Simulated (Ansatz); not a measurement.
Results of HSE06-D3(BJ) (PAW; Ansatz, a quantum-chemistry and plane-wave program) for antifluorite K2Te.

Settings: plane-wave cutoff 460 eV, 6×6×6 k mesh, Fermi–Dirac smearing 0.01 eV, scalar-relativistic PAW data made under PBE.

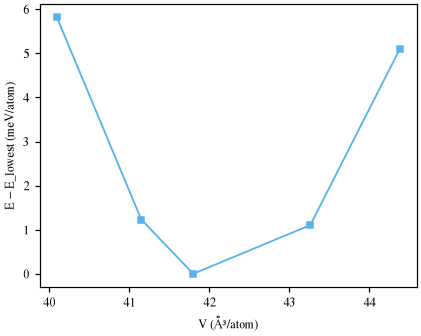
Figure: Total energy against volume

**Question.** From the curve, estimate the equilibrium volume and the bulk modulus.

**Answer.** V0 ≈ 42.2 Å³/atom and B0 ≈ 17 GPa; the fit gives V0 = 42.206 Å³/atom, B0 = 16.7 GPa, B′ = 4.5.

Note: the relaxation could not lower the start's symmetry, so the cell can be a saddle point above a distorted one; the volume lies 7 % below that of the published cell.

Spin–orbit coupling is not included.

It cost very roughly 14 core-minutes of CPU time.
